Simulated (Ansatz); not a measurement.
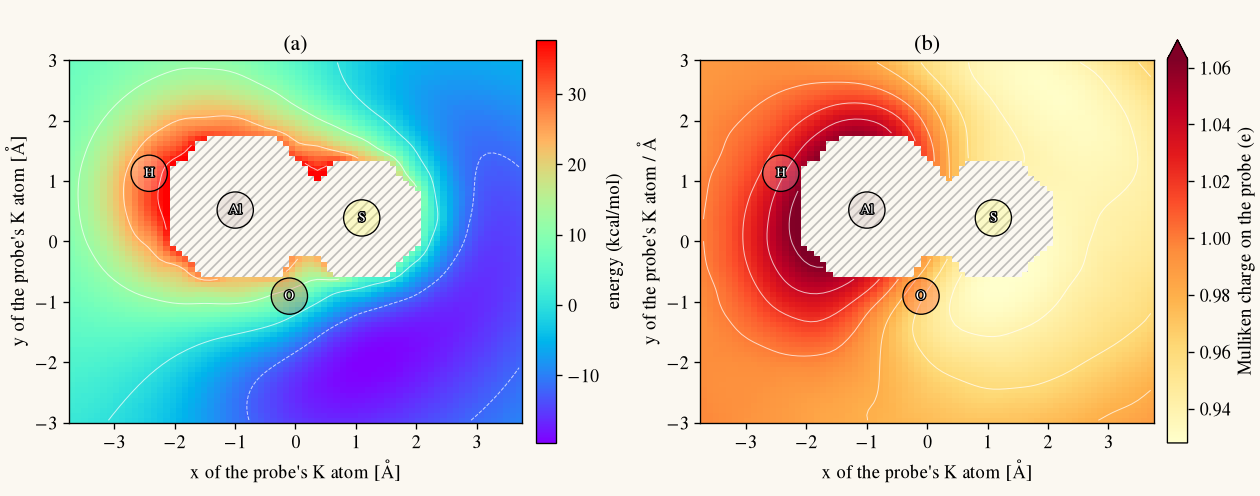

AlHOS (SMILES [O]1[AlH][S]1) with the probe K+. 
- The probe is moved over a plane parallel to the molecule's main plane, 2.30 Å above it.
- First axis: x of the probe's K atom. Second axis: y of the probe's K atom.
- Nothing is relaxed (molecule and probe rigid).
- The grid has 21 × 17 points. At 53 points there is no value (left out of the scan, as a rule where atoms come close).
- Points are written as (first, second).
- All energies are given in kcal/mol relative to molecule and probe far apart, each relaxed in its own basis (no counterpoise correction).
- Level of theory: Ansatz, RHF/def2-TZVP.

Panel (a) is the energy; panel (b) is the computed Mulliken charge on the probe, in e.

The picture shows a smooth colour map with a few white contour lines, labelled circles for the molecule's atoms, projected on the plane, hatched blanks where no value was computed. Between grid points the surface is interpolated.

**How does the Mulliken charge on the probe vary over the map, and what is it at the lowest grid point?**

Leaving out the highest fifth of the energies, it runs from 0.93 e at (1.11 Å, −0.74 Å) [nearest 1 O at 2.60 Å and 1 S at 2.56 Å] to 1.03 e at (−1.85 Å, −1.11 Å) [nearest 1 O at 2.90 Å and 1 Al at 2.94 Å]. At the lowest grid point, (1.48 Å, −1.85 Å) [nearest 1 O at 2.95 Å], it is 0.95 e.
